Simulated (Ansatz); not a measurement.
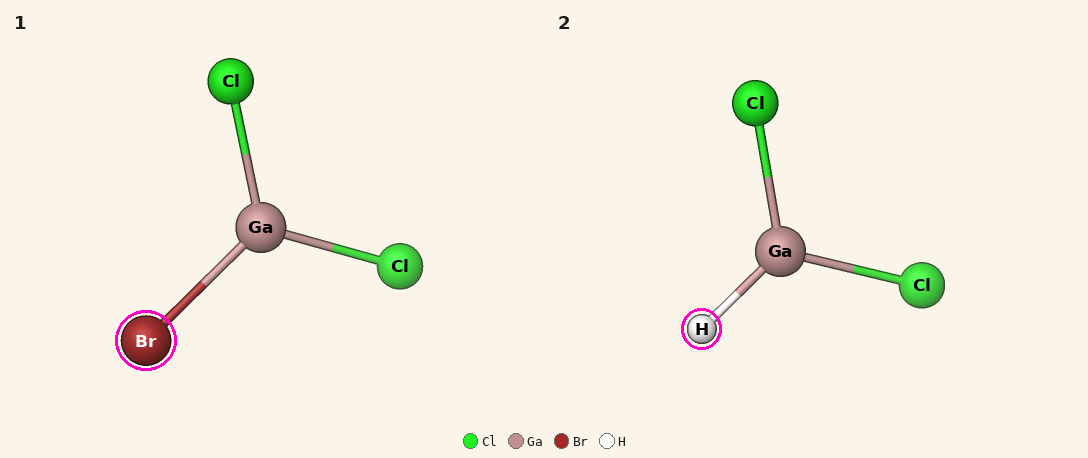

2 molecules with one skeleton, seen from the same side and at one scale; the atom that differs is circled. Each species is neutral and a spin singlet. Computed geometries: PBE0-D4/def2-TZVP optimisations, one conformation each. Properties computed with Ansatz 0.2.0.

One atom differs, called X below: Br in panel 1, H in panel 2. Their formulas are GaBrCl2 (`[Cl][Ga]([Cl])[Br]`), Cl2GaH (`[Cl][GaH][Cl]`).

In which is the harmonic X–Ga stretching wavenumber higher (PBE0-D4/def2-TZVP)?

Answer. In panel 2 (X = H).

In which is the harmonic zero-point energy higher (PBE0-D4/def2-TZVP)?

Answer. In panel 2 (X = H).

Give the values. With PBE0-D4/def2-TZVP: length of X–Ga (Å), mean angle Cl–Ga–X (°), dipole moment (D), harmonic zero-point energy (kJ/mol), harmonic X–Ga stretching wavenumber (cm⁻¹). With PBE-D4/def2-TZVPP: HOMO energy (Kohn–Sham orbital) (eV), HOMO–LUMO gap (eV).

| quantity | 1 (Br) | 2 (H) | 2 − 1 |
| --- | --- | --- | --- |
| length of X–Ga (Å) | 2.255 | 1.545 | −0.710 |
| mean angle Cl–Ga–X (°) | 120.4 | 122.4 | +2.0 |
| dipole moment (D) | 0.33 | 1.71 | +1.38 |
| harmonic zero-point energy (kJ/mol) | 9.2 | 24.6 | +15.4 |
| HOMO energy (Kohn–Sham orbital) (eV) | −7.68 | −7.74 | −0.06 |
| HOMO–LUMO gap (eV) | 4.72 | 5.24 | +0.52 |
| harmonic X–Ga stretching wavenumber (cm⁻¹) | 297 | 2066 | +1769 |
